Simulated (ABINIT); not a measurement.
**MgS (Fm-3m): least direct gap against volume**

The cell of MgS (Fm-3m) is scaled evenly and the response computed anew at each volume, on one mesh.

Symmetry: Fm-3m, No. 225, cubic system. Conventional cell: a = 5.203 Å, b = 5.203 Å, c = 5.203 Å, α = 90.00°, β = 90.00°, γ = 90.00°. S on site b is surrounded by 6 Mg at 2.60 Å. Mg on site a is surrounded by 6 S at 2.60 Å.

Method: ABINIT 10.8.3, PBE, independent particles, k-mesh 11×11×11, Lorentzian half width 0.04 eV.

Launch of the response step: `optic optic.abi`. The series took 2.9 min in all, its band step included, on 4 threads of Arm Neoverse V2, on a shared host.

```
V/V₀  V (Å³, primitive cell)  least direct gap (eV)
0.94                   33.11                  4.219
0.97                   34.16                  3.957
1.00                   35.22                  3.712
1.03                   36.28                  3.484
1.06                   37.33                      ?
```

For small changes the quantity should be close to linear in ln V.

Working, on the rows shown:

| x = ln(V/V₀) | y = least direct gap |
| --- | --- |
| -0.0618754 | 4.219 |
| -0.0304592 | 3.957 |
| 0 | 3.712 |
| 0.0295588 | 3.484 |

Means: x̄ = -0.015694, ȳ = 3.843. Σ(x − x̄)(y − ȳ) = -0.03735, Σ(x − x̄)² = 0.004645. Slope = -0.03735 / 0.004645 = -8.041; intercept = ȳ − slope · x̄ = 3.7168. The line misses the rows shown by at most 0.0049 eV.

Q: Fill in the last column of the withheld row.

A: At x = 0.058269 the line gives y = 3.2483 eV. The run gave 3.271 eV, so the extrapolation is off by 0.023 eV, 2 % of the range in the table.

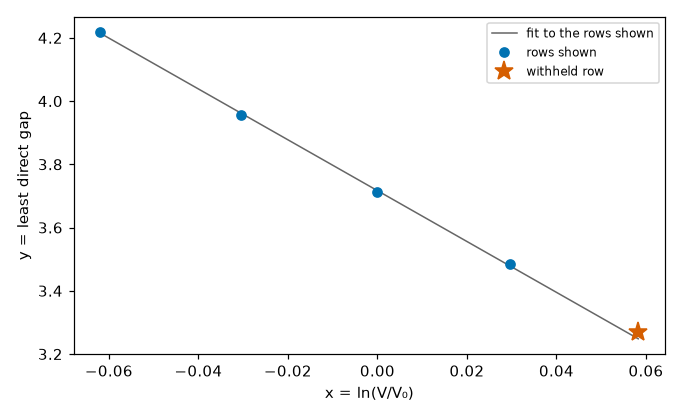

Between the rows on either side of x = 0 the slope is (3.484 − 3.957) / (0.029559 − (-0.030459)) = -7.881. That is a volume deformation potential of -7.9 eV: the least direct gap on this mesh widens by 79 meV for each per cent of compression. PBE gaps are as a rule too small.

[Logs are printed without paths, hosts, clocks, repeated set-up lines and the standing remarks that a program may print on its own settings, such as how far it seeks lower states.]
